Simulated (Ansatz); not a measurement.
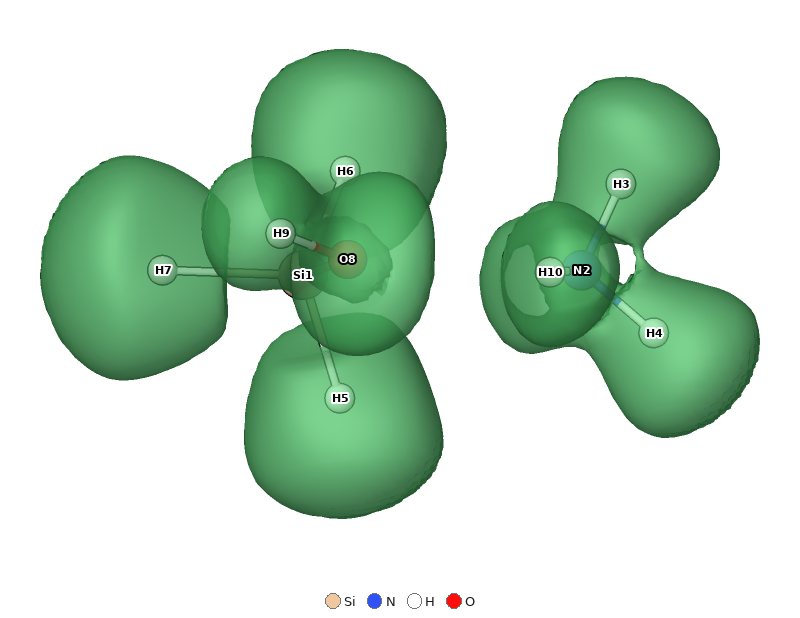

Figure. H₄OSi···NH₃. Isosurface of the electron localisation function at 0.75 (green), seen from one side. Only the valence region is drawn (cores and ρ < 0.01 e/Å³ removed).

Not at a stationary point (largest force 0.5 eV/Å).

These are results of Ansatz 0.2.0, RKS BLYP/def2-SVP, not measurements.

The calculation's input:

```
crystal:
  periodic: [false, false, false]
  atoms:
    - { symbol: Si, position_ang: [0.0, 0.0, 0.0] }
    - { symbol: "N", position_ang: [0.0, 0.0, 2.17] }
    - { symbol: H, position_ang: [-0.877, -0.2713, 2.7] }
    - { symbol: H, position_ang: [0.877, 0.2713, 2.7] }
    - { symbol: H, position_ang: [1.3768, 0.0, -0.4862] }
    - { symbol: H, position_ang: [-0.6877, 1.1914, -0.4862] }
    - { symbol: H, position_ang: [-0.6877, -1.1914, -0.4862] }
    - { symbol: O, position_ang: [1.0334, -1.5693, 0.6243] }
    - { symbol: H, position_ang: [0.4671, -2.4013, 0.5398] }
    - { symbol: H, position_ang: [0.6708, -1.0187, 1.7475] }
basis:
  gaussian: { orbitals: def2-SVP }
hamiltonian:
  xc: blyp
relax:
  f_tol: 0.15
  max_steps: 25
  restrain:
    - { distance: [0, 7], at: 1.68, k: 30.0 }
    - { distance: [9, 1], at: 1.06, k: 30.0 }
    - { distance: [0, 1], at: 3.02, k: 30.0 }
    - { distance: [9, 7], at: 2.21, k: 30.0 }
output:
  orbitals: {}
```

Run with:

```sh
ansatz run input.yaml --threads 2 --pin off --max-ram 3072MiB --backend cpu --events-out ev --progress --plain --runs-dir out
```

The fields are those of the run's last geometry, not of the input's.

Q: Identify the bonds, lone pairs and shells in this picture.

A: The ELF exceeds this value in three regions around hydrogen nuclei, one joined region spread over several atoms (H, N), in which their bonds and any lone pairs are merged and one joined region spread over several atoms (H, O), in which their bonds and any lone pairs are merged.

Values along the shortest contacts:
Si1···N2 (3.02 Å): the ELF is about 0.05 at the midpoint. Si–O (1.69 Å): the ELF peaks at about 0.85 between the atoms: a shared but strongly polarised pair.
